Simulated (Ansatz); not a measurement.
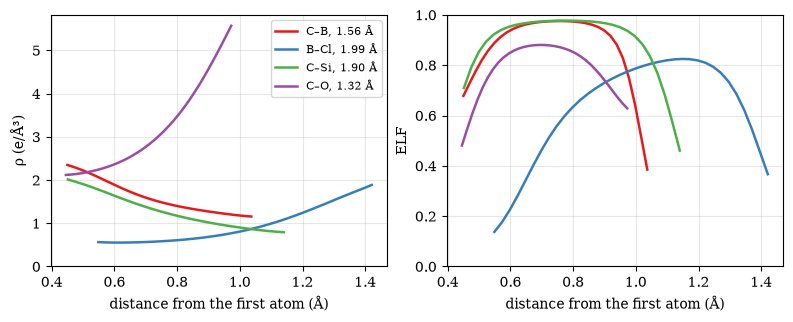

CH6BClOSi. Electron density and electron localisation function along straight lines between neighbouring atoms. The curves leave out the atomic cores.

Geometry: PBE0-D4/def2-TZVP.

Theory: Ansatz 0.2.0, RKS PBE0-D4/def2-TZVPP.

```xyz
11

B    -0.6328    1.5384    0.0492
C    -0.3967    0.0183    0.3337
O    -1.2847   -0.6494    1.0437
Si    1.1963   -0.8602   -0.2160
Cl   -1.1674    0.5682   -1.6093
H    -1.5932    2.0427    0.5502
H     0.3353    2.1950   -0.2064
H    -1.1460   -1.6053    0.9958
H     2.0364   -0.9754    1.0068
H     1.8908   -0.0963   -1.2689
H     0.8275   -2.2333   -0.6585
```

**What can be read from the curves?**

C–B (1.56 Å): the density is about 1.4 e/Å³ at the midpoint; the ELF peaks at about 1 between the atoms (a covalent bond).
B–Cl (1.99 Å): the density is about 0.8 e/Å³ at the midpoint, with its minimum of 0.55 e/Å³ about 0.6 Å from B; the ELF peaks at about 0.80 between the atoms (a polar covalent bond).
C–Si (1.90 Å): ρ is about 0.96 e/Å³ halfway; the ELF peaks at about 1 between the atoms, as expected for a covalent bond.
C–O (1.32 Å): the density is about 2.6 e/Å³ at the midpoint; the ELF peaks at about 0.90 between the atoms, as expected for a shared but strongly polarised pair.
